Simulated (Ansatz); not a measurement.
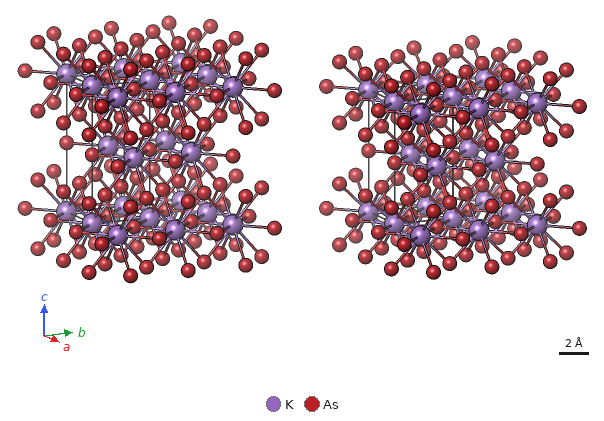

Two geometries of a crystal of KAs3 (built on the TiAl3 (D0_22)_139 type), drawn at one scale. One is the start of a relaxation, the other its converged end. A ball-and-stick model of the conventional cell (2 times the calculation's cell), repeated 2 × 2 × 1 with one cell outlined, seen slightly off an axis. Lengths and directions refer to the drawn axes.

Level of theory: DFT PBE, scalar-relativistic, plane waves, PAW in Ansatz 0.2.0. Set-up: plane-wave cutoff 420 eV; k-point mesh 14 × 14 × 14; occupations gaussian; smearing width 0.1 eV; no spin polarisation; cell and atoms relaxed; force threshold 0.01 eV/Å; at most 80 steps.

Q: Which of the two is the end point?

A: The right one is the relaxed one. Case: TiAl3 (D0_22) type (I4/mmm, No. 139). No atom moves by more than 0.005 Å relative to the cell. Cell: a = b 4.466 → 4.528 Å (+1.4 %), c 9.975 → 8.835 Å (−11.4 %). Volume −8.9 %. Near-neighbour distances that change, for instance: As–K 3.347 → 3.163 Å, As–K 3.158 → 3.202 Å. Among the angles between lasting bonds that change: K–As–K 83.7° → 91.4°, K–As–K 123.7° → 119.2°. The space group stays I4/mmm (No. 139). After 4 accepted moves (5 points after the start) the energy has fallen by 0.189 eV per cell of the calculation. All forces vanish by symmetry, so only the cell relaxes. Pressure: −3.43 GPa at the start and 0.01 GPa at the end. The SCF was repeated once at an unchanged geometry on a basis and grid sized afresh for the cell, which shifted the energy by 0.6 meV per cell of the calculation at most.
